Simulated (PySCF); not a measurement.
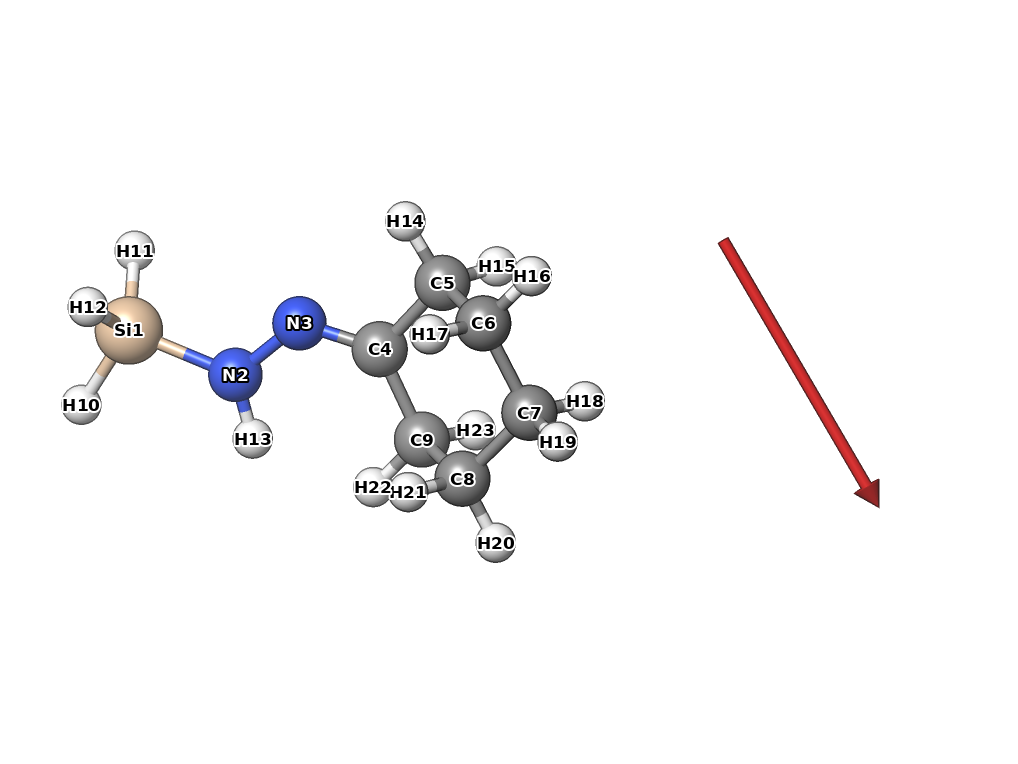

The arrow beside the molecule shows the direction of the dipole moment, from the negative to the positive end (its length means nothing). The geometry was computed by an optimisation with GFN2-xTB. No frequency run is at hand to confirm it as a minimum. Properties computed with PBE0/pcSseg-1, gas phase (PySCF 2.14.0).

**Estimate the dipole moment.**

2.08 D; it points from the side of H11 to the side of H20 (the outermost atoms at the two ends).

The geometry is semi-empirical. Around Si such bond lengths and angles can be off by a tenth of an ångström or more and by several degrees, and values that hang on the shape move with them.
